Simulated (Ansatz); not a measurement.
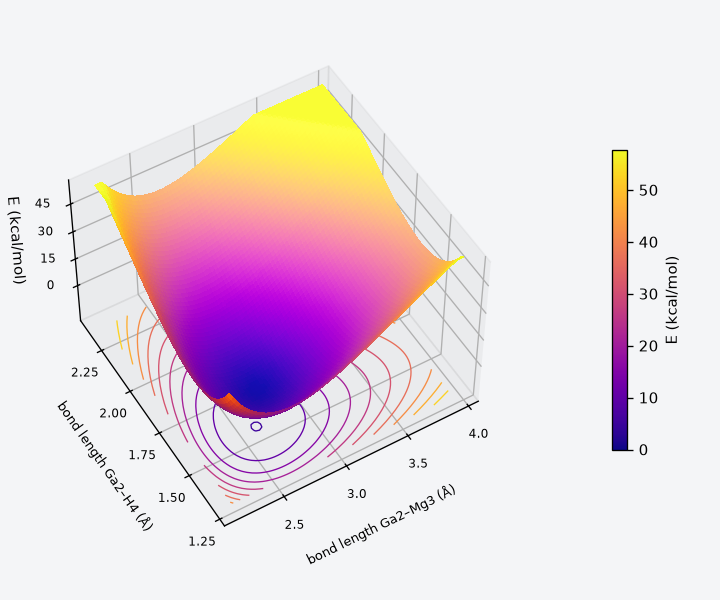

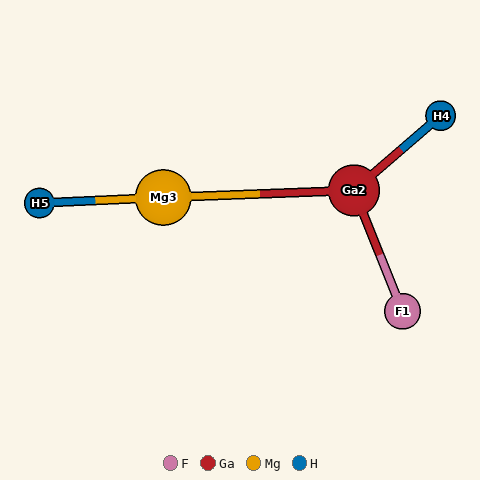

Energy landscape of FGaH2Mg. The first coordinate is: bond length Ga2–Mg3; the second: bond length Ga2–H4. Nothing is relaxed (all other coordinates rigid). The grid has 9 × 9 points. All energies are given in kcal/mol relative to the lowest grid point. The restricted reference is unstable at some or all points, so the energies there are unreliable. Computed with RHF-MP2, frozen core/def2-TZVP (Ansatz).

In the figure: a relief with its contours projected below, any walls above the top of the colour scale cut off. Between grid points the surface is interpolated. The second picture is the structure at the lowest point.

Where are the wells?

Answer. The lowest grid point is at bond length Ga2–Mg3 = 2.607 Å, bond length Ga2–H4 = 1.557 Å. No other kind of well shows on this grid. The highest grid point, bond length Ga2–Mg3 = 3.951 Å, bond length Ga2–H4 = 2.359 Å, lies 74.9 kcal/mol above the lowest. Round the minimum the two coordinates are nearly uncoupled.

The values on the grid:

```csv
"bond length Ga2–H4 ↓, bond length Ga2–Mg3 →",2.160,2.384,2.607,2.831,3.055,3.279,3.503,3.727,3.951
2.359,63.6,45.7,40.4,42.1,47.3,54.0,61.2,68.3,74.9
2.226,55.0,37.1,32.0,33.7,39.1,46.0,53.4,60.7,67.5
2.092,46.3,28.4,23.3,25.2,30.6,37.7,45.3,52.8,59.8
1.958,37.9,19.9,14.9,16.8,22.4,29.7,37.4,45.0,52.2
1.825,30.5,12.5,7.4,9.4,15.1,22.5,30.4,38.1,45.5
1.691,25.1,7.0,1.9,3.9,9.7,17.1,25.1,33.0,40.5
1.557,23.3,5.1,0.0,2.1,7.9,15.4,23.4,31.4,39.0
1.423,28.1,9.7,4.5,6.5,12.3,19.9,28.0,36.1,43.8
1.290,43.8,25.2,19.9,21.9,27.7,35.2,43.4,51.5,59.3
```

Each point was launched as `ansatz run input.yaml --threads 1 --pin off --max-ram 2560MiB --backend cpu --events-out ev --progress --plain --runs-dir out`. Time for the 81 points that were run: 9.4 min on 1 thread of Arm Neoverse V1, with other jobs on the host.
